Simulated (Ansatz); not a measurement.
The reference is TiO₂ in the rutile structure (space group P4_2/mnm, No. 136; a = 4.591 Å, c = 2.939 Å). Axes: x, y, z lie along a, b, c of the conventional cell.

Now apply this change: tensile biaxial strain of 2.40 % in the plane normal to [001], as in epitaxy on a mismatched substrate; the out-of-plane cell vector and the atoms relax.

Calculations: PBEsol/PAW in Ansatz (a program for electronic structure), spin-orbit coupling left out.

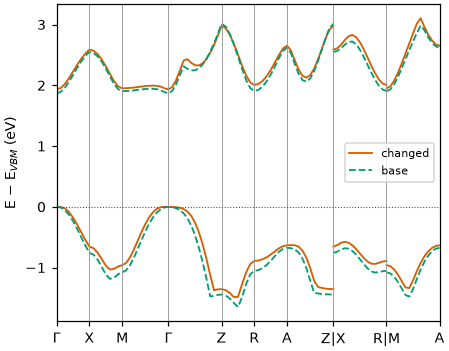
*Highest valence and lowest conduction band along the path, each from its own valence-band maximum*

Problem. Read the changed gap and its character from the plot.

Solution. About 1.9 eV, direct at Γ.

Whether these cells are dynamically stable was not tested. All final runs are without spin polarisation.
